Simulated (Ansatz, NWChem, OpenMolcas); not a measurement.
# Strength of the C–N bond: CH7NSi → SiH3(NH) + CH3

Species: CH7NSi `CN[SiH3]`, singlet; SiH3(NH), doublet; CH3 (methyl radical) `[CH3]`, doublet. 

Shapes, held fixed at every level: PBE0-D4/def2-TZVP. Programs: Ansatz 0.2.0, NWChem 7.3.0, OpenMolcas 26.06. A level may come from different programs for different species; with the same settings they agree closely. The zero-point and thermal change to 298 K, harmonic and unscaled (PBE0-D4/def2-TZVP), is -27.2 kJ/mol.

```tsv
level	kind	ΔH(298 K) (kJ/mol)	less CCSD(T)/CBS estimate
HF/def2-TZVPP	Hartree–Fock	+223.3	-149.8
r2SCAN-D4/def2-TZVPP	meta-GGA	+336.0	-37.1
B3LYP/6-31G* (Cartesian functions)	global hybrid	+353.0	-20.1
PBE0/def2-SVP	global hybrid	+376.6	+3.5
PBE0-D4/def2-TZVPP	global hybrid	+363.8	-9.3
CCSD(T)/def2-SVP	coupled cluster or CI	+366.1	-7.0
CCSD/def2-TZVPP	coupled cluster or CI	+349.7	-23.4
CCSD(T)/CBS estimate	coupled cluster or CI	+373.1	0.0
```

The highest level, CCSD(T)/CBS estimate, gives ΔH(298 K) = +373.1 kJ/mol; the levels span +223.3 to +376.6. The column of differences is taken from that level and isn't an error. Hartree–Fock misses the correlation of the pair that is broken and comes out low. No measured value is set beside it here. Open shells run unrestricted unless RO is named. The CBS estimate extrapolates MP2 from def2-TZVPP and def2-QZVPP and adds CCSD(T) − MP2 in the triple-zeta set, cores frozen.

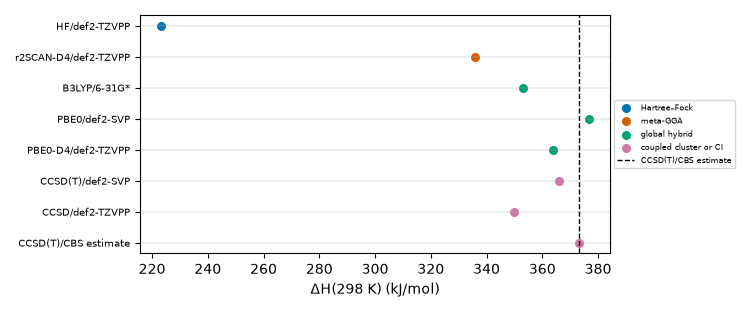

The values of the table, level by level.
